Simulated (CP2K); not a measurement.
Consider 2-nitrosopyrrole at its PBE geometry (Å).

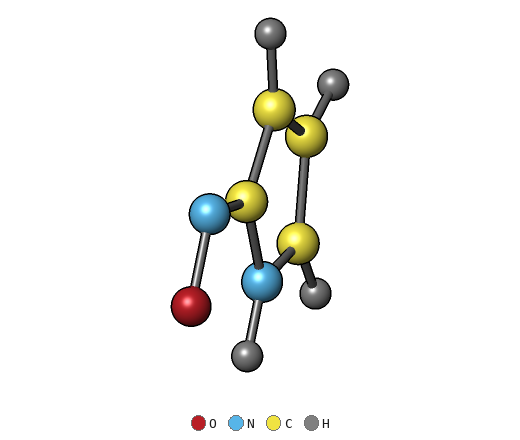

The molecule (oxygen red, nitrogen blue, carbon yellow, hydrogen grey).

```xyz
11

O     2.7128   -0.9801    0.5242
N     2.2540    0.0691   -0.0008
C     0.8723    0.1115   -0.0457
C     0.0488    1.1303   -0.5555
C    -1.2821    0.7189   -0.3697
C    -1.2487   -0.5390    0.2482
N     0.0496   -0.8923    0.4366
H     0.4111    2.0480   -1.0056
H    -2.1821    1.2582   -0.6440
H    -2.0631   -1.1867    0.5563
H     0.4274   -1.7380    0.8561
```

Method: CP2K XAS_TDP, all-electron GAPW, PBEh(45%), aug-cc-pVDZ, TDA, GW2X-corrected core level, no relativity.

**Question.** Predict the bright core excitations at the O K edge.

Leading lines: O1 529.94 eV. The leading line of an atom is its first one with 35 % of the strongest within 2.5 eV of its lowest line over the strength cut. Core ionisation energies at this level: O1 538.16 eV.

The first six lines of each atom with a strength over 0.0015:

```csv
atom,energy (eV),states,"strength, one atom",above the computed threshold
O1 (bonded to N),529.94,1,0.0436,
,537.49,1,0.0016,
,538.01,1,0.0059,
,538.11,1,0.0015,
,538.54,1,0.0040,yes
,538.77,1,0.0295,yes
```

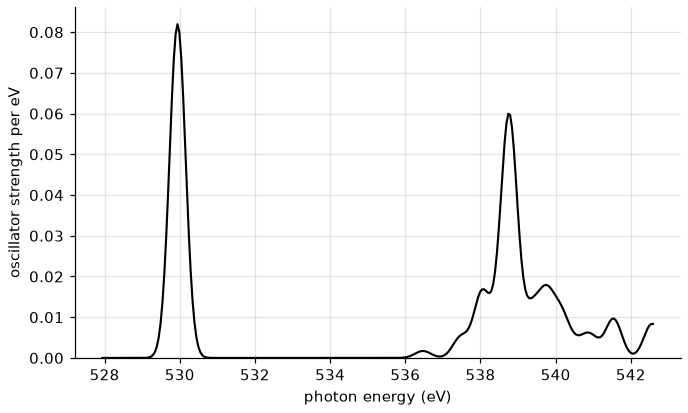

All atoms added, broadened by 0.5 eV.

Lines are vertical, at one geometry, with no vibrational structure. GW2X ionisation energies and lines can be off by 1 to 2 eV either way, and a good line position may hide errors that cancel. These values hold no scalar relativity, about 0.4 eV for O 1s. Rydberg lines, and the discretised continuum above threshold, depend on the basis and the box.

[Banner, clock and machine lines of the logs are left out without a mark of their own.]

[Logs are printed without paths, hosts, clocks, repeated set-up lines and the standing remarks that a program may print on its own settings, such as how far it seeks lower states.]

[Hosts, paths, dates, database ids (printed as entryN), source tags and the programs' standing remarks are cut or masked in the printed files.]
